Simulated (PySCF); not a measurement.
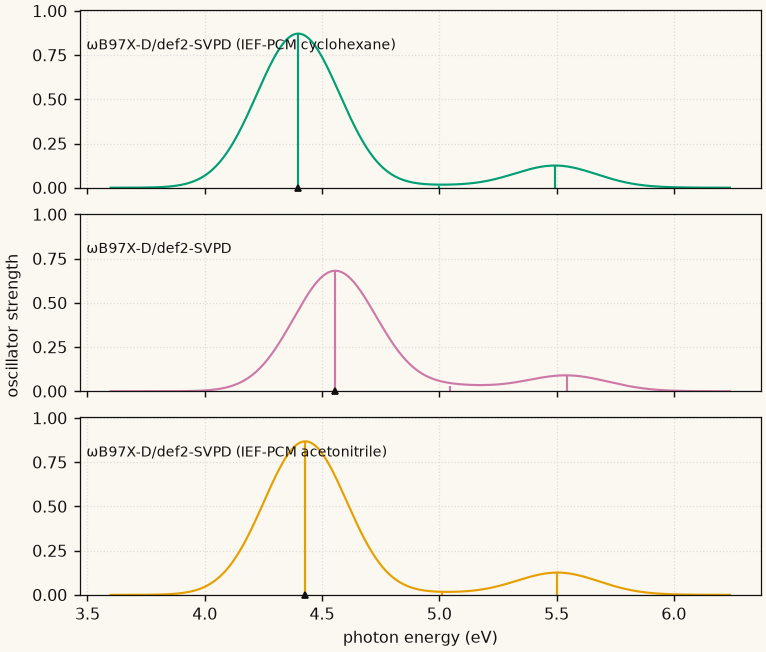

Vertical TDDFT spectra of C₇H₆N₂Se, SMILES Cc1[se]ncc1/C=C/C#N at one geometry and several levels (PySCF, at a PBE0-D3(BJ)/def2-SVP geometry (no frequency check)); sticks with Gaussians of 1/e half-width 0.25 eV, the triangle marks S1, which has the same leading orbital pair at all these levels. Only the lowest states were computed, so the high end is incomplete.

> How far does S1 move with the level of theory?

From lowest to highest: ωB97X-D/def2-SVPD (IEF-PCM cyclohexane) 4.40 eV, ωB97X-D/def2-SVPD (IEF-PCM acetonitrile) 4.43 eV, ωB97X-D/def2-SVPD 4.56 eV; a spread of 0.16 eV.

Caveats, for all or some of the runs: core orbitals are frozen in the response; one conformer of a flexible molecule; spin-orbit coupling is left out, and with Se it can shift these levels and split any degenerate set.
